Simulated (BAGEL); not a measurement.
**A workflow on AlSiH4Cl (SMILES [SiH3][AlH][Cl])**

Wanted: a single-point energy (HF/cc-pVDZ), then the energy (NEVPT2(2,2)/cc-pVDZ), then the energy (CASPT2(2,2)/cc-pVDZ) of AlSiH4Cl. 

The calculation is run with BAGEL 1.2.2.

1 further run of the same task is left out (set aside as unsound or not needed).

## 1. The structure to begin with

AlSiH4Cl: 7 atoms, total charge 0, spin state singlet. As SMILES, `[SiH3][AlH][Cl]`. One bond was lengthened or shortened from a relaxed shape.

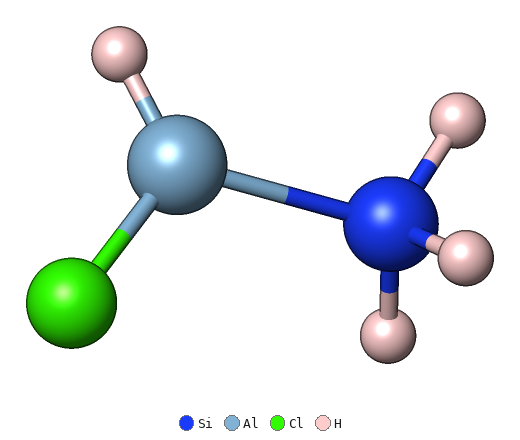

Viewed from a chosen angle; silicon blue, aluminium light blue, chlorine green, hydrogen pink.

## 2. A single-point energy at HF/cc-pVDZ (density fitting with svp-jkfit) (run 1)

File calc.json:

```json
{ "bagel": [

{
  "title": "molecule",
  "basis": "cc-pvdz.json",
  "df_basis": "svp-jkfit",
  "angstrom": true,
  "geometry": [
    { "atom": "Si", "xyz": [      -0.740273,       0.627253,      -0.112270 ] },
    { "atom": "Al", "xyz": [       1.215727,      -0.567647,       0.742030 ] },
    { "atom": "Cl", "xyz": [       1.904327,      -2.178347,      -0.423970 ] },
    { "atom": "H", "xyz": [      -1.891773,      -0.307047,      -0.256370 ] },
    { "atom": "H", "xyz": [      -0.446673,       1.199453,      -1.456170 ] },
    { "atom": "H", "xyz": [      -1.155673,       1.740853,       0.785230 ] },
    { "atom": "H", "xyz": [       1.901100,      -0.314000,       1.869500 ] }
  ]
},

{
  "title": "hf"
},

{
  "title": "print",
  "file": "orbitals.molden",
  "orbitals": true
}

]}
```

The basis set cc-pVDZ is read from a file made from the Basis Set Exchange's data (not shown).

Command:

```console
$ BAGEL_NUM_THREADS=1 BAGEL calc.json > calc.out
```

The log of the run:

```text
* using 1 threads per process

  ===============================================================
  ===============================================================

  *** Geometry ***

  { "atom" : "Si", "xyz" : [     -1.398913,      1.185336,     -0.212160 ] },
  { "atom" : "Al", "xyz" : [      2.297391,     -1.072697,      1.402233 ] },
  { "atom" : "Cl", "xyz" : [      3.598656,     -4.116479,     -0.801187 ] },
  { "atom" : "H", "xyz" : [     -3.574933,     -0.580235,     -0.484469 ] },
  { "atom" : "H", "xyz" : [     -0.844090,      2.266638,     -2.751762 ] },
  { "atom" : "H", "xyz" : [     -2.183905,      3.289735,      1.483870 ] },
  { "atom" : "H", "xyz" : [      3.592558,     -0.593374,      3.532843 ] },

  Number of auxiliary basis functions:      456

  Since a DF basis is specified, we compute 2- and 3-index integrals:
    o Being stored without compression. Storage requirement is 0.020 GB

  Number of basis functions:       74
  Number of electrons      :       48

    * METHOD: MOLECULE                             0.19

  *** RHF ***

  === Nuclear Repulsion ===
   166.0713182456

      * DIIS with orbital gradients will be used.

  === RHF iteration (cc-pvdz.json) ===
      0       -992.64546360          0.00797923           0.06
      1       -992.71352834          0.00293696           0.05
      2       -992.72050471          0.00096908           0.05
      3       -992.72138376          0.00013498           0.05
      4       -992.72140048          0.00003884           0.05
      5       -992.72140207          0.00000690           0.05
      6       -992.72140211          0.00000147           0.05
      7       -992.72140212          0.00000047           0.05
      8       -992.72140212          0.00000011           0.05
      9       -992.72140212          0.00000003           0.05
     10       -992.72140212          0.00000001           0.05
    * SCF iteration converged.

    * Permanent dipole moment:
           (    0.075523,    -0.479414,    -0.501601) a.u.

    * METHOD: HF                                   0.74

    * METHOD: PRINT                                0.01

  ===============================================================
```

Run time: 1.1 s. Hardware: 1 thread of Arm Neoverse V1, shared host; peak memory 0.14 GiB.

## 3. The energy at NEVPT2(2,2)/cc-pVDZ (density fitting with svp-jkfit) (run 2)

File nevpt2.json:

```json
{ "bagel" : [

{
  "title" : "molecule",
  "basis" : "cc-pvdz.json",
  "df_basis" : "svp-jkfit",
  "angstrom" : true,
  "geometry" : [
    { "atom" : "Si", "xyz" : [   -0.740273,    0.627253,   -0.112270 ] },
    { "atom" : "Al", "xyz" : [    1.215727,   -0.567647,    0.742030 ] },
    { "atom" : "Cl", "xyz" : [    1.904327,   -2.178347,   -0.423970 ] },
    { "atom" : "H", "xyz" : [   -1.891773,   -0.307047,   -0.256370 ] },
    { "atom" : "H", "xyz" : [   -0.446673,    1.199453,   -1.456170 ] },
    { "atom" : "H", "xyz" : [   -1.155673,    1.740853,    0.785230 ] },
    { "atom" : "H", "xyz" : [    1.901100,   -0.314000,    1.869500 ] }
  ]
},
{ "title" : "hf" },
{ "title" : "casscf", "nstate" : 1, "nact" : 2, "nclosed" : 23, "active" : [18, 28], "maxiter" : 200, "natocc" : true },
{ "title" : "nevpt2", "nstate" : 1, "nact" : 2, "nclosed" : 23, "active" : [18, 28], "maxiter" : 200, "natocc" : true, "ncore" : 15 },
{ "title" : "print", "file" : "orbitals.molden", "orbitals" : true }

]}
```

The basis set cc-pVDZ is read from a file made from the Basis Set Exchange's data (not shown).

Command:

```console
$ BAGEL_NUM_THREADS=1 BAGEL nevpt2.json > nevpt2.out
```

The log of the run:

```text
* using 1 threads per process

  ===============================================================
  ===============================================================

  *** Geometry ***

  { "atom" : "Si", "xyz" : [     -1.398913,      1.185336,     -0.212160 ] },
  { "atom" : "Al", "xyz" : [      2.297391,     -1.072697,      1.402233 ] },
  { "atom" : "Cl", "xyz" : [      3.598656,     -4.116479,     -0.801187 ] },
  { "atom" : "H", "xyz" : [     -3.574933,     -0.580235,     -0.484469 ] },
  { "atom" : "H", "xyz" : [     -0.844090,      2.266638,     -2.751762 ] },
  { "atom" : "H", "xyz" : [     -2.183905,      3.289735,      1.483870 ] },
  { "atom" : "H", "xyz" : [      3.592558,     -0.593374,      3.532843 ] },

  Number of auxiliary basis functions:      456

[... 21 lines left out ...]
    * SCF iteration converged.
[... 1 line left out ...]
    * Permanent dipole moment:
[... 27 lines left out ...]
    * Second-order optimization converged. *
[... 1 line left out ...]
     guess   0:   closed 1.                   open ..

  === FCI iteration ===

      0  0      -992.72127665     6.77e-02      0.00
      1  0      -992.73310309     5.55e-04      0.00
      2  0 *    -992.73310446     1.40e-16      0.00

     * ci vector, state   0, <S^2> = 0.0000
       2.     0.9962068958
       .2    -0.0870162098

    * METHOD: CASSCF                               3.32

    * freezing 15 orbitals

  === DF-NEVPT2 calculation ===

    * 3-index integral transformation done
    * assembly done

      NEVPT2 correlation energy:   -0.2843341529      0.08

          (+0)     -0.2590930076
          (+0)'    -0.0009346979
          (+1)     -0.0036006539
          (+1)'    -0.0000000000
          (+2)     -0.0000756980
          (-1)     -0.0092800300
          (-1)'     0.0000000000
          (-2)     -0.0113500655

      NEVPT2 total energy:       -993.0174386163

    * METHOD: NEVPT2                               0.17

    * METHOD: PRINT                                0.01

  ===============================================================
```

Wall time 4.8 s (1 thread of Arm Neoverse V1, shared host); peak memory 0.14 GiB.

## 4. The energy at CASPT2(2,2)/cc-pVDZ (density fitting with svp-jkfit) (run 3)

File job.json:

```json
{ "bagel": [

{
  "title": "molecule",
  "basis": "cc-pvdz.json",
  "df_basis": "svp-jkfit",
  "angstrom": true,
  "geometry": [
    { "atom": "Si", "xyz": [      -0.740273,       0.627253,      -0.112270 ] },
    { "atom": "Al", "xyz": [       1.215727,      -0.567647,       0.742030 ] },
    { "atom": "Cl", "xyz": [       1.904327,      -2.178347,      -0.423970 ] },
    { "atom": "H", "xyz": [      -1.891773,      -0.307047,      -0.256370 ] },
    { "atom": "H", "xyz": [      -0.446673,       1.199453,      -1.456170 ] },
    { "atom": "H", "xyz": [      -1.155673,       1.740853,       0.785230 ] },
    { "atom": "H", "xyz": [       1.901100,      -0.314000,       1.869500 ] }
  ]
},

{ "title": "hf" },

{ "title": "casscf", "nstate": 1, "nact": 2, "nclosed": 23, "active": [18, 28], "maxiter": 200, "natocc": true },

{ "title": "print", "file": "orbitals.molden", "orbitals": true },

{ "title": "smith", "method": "caspt2", "ms": true, "xms": true, "sssr": true, "shift": 0.2, "shift_imag": true, "ncore": 15 }

]}
```

The basis set cc-pVDZ is read from a file made from the Basis Set Exchange's data (not shown).

Command:

```console
$ BAGEL_NUM_THREADS=1 BAGEL job.json > job.out
```

The log of the run:

```text
* using 1 threads per process

  ===============================================================
  ===============================================================

  *** Geometry ***

  { "atom" : "Si", "xyz" : [     -1.398913,      1.185336,     -0.212160 ] },
  { "atom" : "Al", "xyz" : [      2.297391,     -1.072697,      1.402233 ] },
  { "atom" : "Cl", "xyz" : [      3.598656,     -4.116479,     -0.801187 ] },
  { "atom" : "H", "xyz" : [     -3.574933,     -0.580235,     -0.484469 ] },
  { "atom" : "H", "xyz" : [     -0.844090,      2.266638,     -2.751762 ] },
  { "atom" : "H", "xyz" : [     -2.183905,      3.289735,      1.483870 ] },
  { "atom" : "H", "xyz" : [      3.592558,     -0.593374,      3.532843 ] },

  Number of auxiliary basis functions:      456

[... 21 lines left out ...]
    * SCF iteration converged.
[... 1 line left out ...]
    * Permanent dipole moment:
[... 27 lines left out ...]
    * Second-order optimization converged. *
[... 9 lines left out ...]
     * ci vector, state   0, <S^2> = 0.0000
[... 16 lines left out ...]
    * Zeroth order energy : state  0       -1.0167624146
[... 4 lines left out ...]
       #      aibj      arbs      arbi      airj      risj      airs      arst      rist         Etot      error   time
[... 10 lines left out ...]
      ------------------------------------------------------------------------------------------------------------------

    * CASPT2 energy : state  0     -993.0227975072
        w/o shift correction       -993.0204191383
        reference weight              0.8900745698

    * METHOD: SMITH                                0.33

  ===============================================================
```

Wall time 4.8 s (1 thread of Arm Neoverse V1, shared host); peak memory 0.14 GiB.

## 5. What came out

```
                                quantity          value
         run 1, HF/cc-pVDZ: total energy  -992.72140 Eh
        run 1, HF/cc-pVDZ: dipole moment         1.77 D
          run 1, HF/cc-pVDZ: HOMO energy      -10.36 eV
          run 1, HF/cc-pVDZ: LUMO energy        0.85 eV
        run 1, HF/cc-pVDZ: HOMO–LUMO gap       11.21 eV
run 2, NEVPT2(2,2)/cc-pVDZ: total energy  -993.01744 Eh
run 3, CASPT2(2,2)/cc-pVDZ: total energy  -993.02280 Eh
```
